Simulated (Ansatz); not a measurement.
The figure comes from a scan of ZnAg (CsCl type): a phonon pattern at M = (0.5, 0.5, 0.0) is frozen into a 4-atom cell, Q being the largest atomic displacement. Level of theory: LDA (plane waves to 420 eV, PAW, scalar-relativistic; Ansatz, a program for electronic structure). k mesh 15×15×15 (Γ-centred), Fermi-Dirac smearing 0.05 eV. Energies are smeared free energies. With partly filled bands, energies and forces of such displacements shift with the k mesh and the smearing. ZnAg was relaxed with its symmetry unable to fall. ΔE is measured from the undisplaced structure.

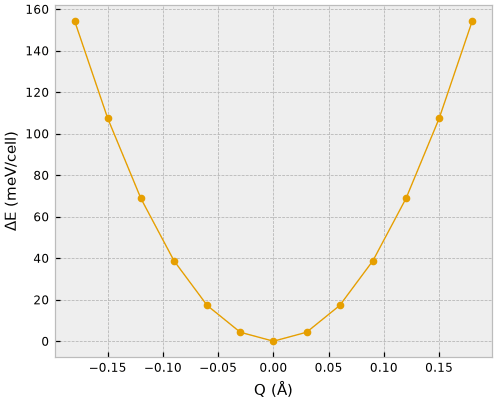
*ΔE (meV/cell) against Q (Å); one marker a computed point.*

Question: List the plotted points as numbers.

Answer: To the nearest 2:

```csv
Q (Å),ΔE (meV/cell)
-0.180,154
-0.150,108
-0.120,68
-0.090,38
-0.060,18
-0.030,4
0.000,0
0.030,4
0.060,18
0.090,38
0.120,68
0.150,108
0.180,154
```

(A displaced cell: forces are minus the slopes of the energy, force constants its curvatures, and phonons follow from these.)
